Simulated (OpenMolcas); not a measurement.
**How basis sets differ on AsF3 (arsenic trifluoride)**

The species is AsF3 (4 atoms), meant as a singlet with charge 0. SMILES: `F[As](F)F`. The coordinates come from a PBE0-D4/def2-TZVP relaxation.

Quantity: the HOMO–LUMO gap, in eV. The values are calculated.

```json
{"level": "HF/STO-3G", "kind": "Hartree–Fock", "program": "OpenMolcas", "value (eV)": "17.91", "CPU time": "2.2 s"}
{"level": "HF/3-21G", "kind": "Hartree–Fock", "program": "OpenMolcas", "value (eV)": "16.19", "CPU time": "2.5 s"}
{"level": "HF/pcseg-0", "kind": "Hartree–Fock", "program": "OpenMolcas", "value (eV)": "16.22", "CPU time": "2 s"}
{"level": "HF/cc-pVDZ", "kind": "Hartree–Fock", "program": "OpenMolcas", "value (eV)": "16.05", "CPU time": "5.3 s"}
{"level": "HF/pcseg-1", "kind": "Hartree–Fock", "program": "OpenMolcas", "value (eV)": "15.99", "CPU time": "3.3 s"}
{"level": "HF/aug-pcseg-1", "kind": "Hartree–Fock", "program": "OpenMolcas", "value (eV)": "14.62", "CPU time": "10 s"}
{"level": "HF/pcseg-2", "kind": "Hartree–Fock", "program": "OpenMolcas", "value (eV)": "15.44", "CPU time": "22 s"}
{"level": "HF/aug-pcseg-2 (RICD fitting)", "kind": "Hartree–Fock", "program": "OpenMolcas", "value (eV)": "14.26", "CPU time": "32 s"}
```

All-electron rows without a relativistic Hamiltonian named are non-relativistic. The values span 14.26 to 17.91 eV. A Hartree–Fock LUMO above zero doesn't converge with the basis: it sinks as sets grow more diffuse. Orbital gaps aren't excitation energies. CPU times are rough (shared hosts, several kinds of processor): they show what a rung costs within a factor of a few.

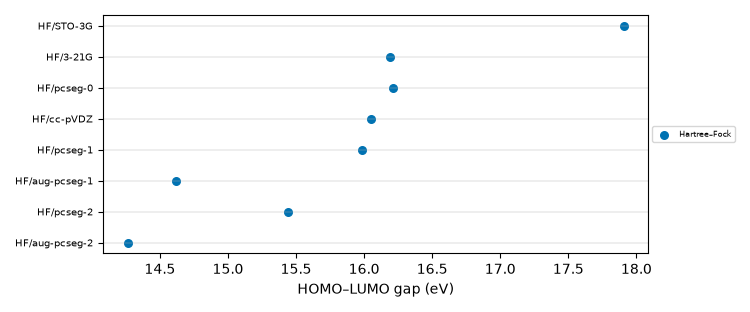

The values of the table, level by level.
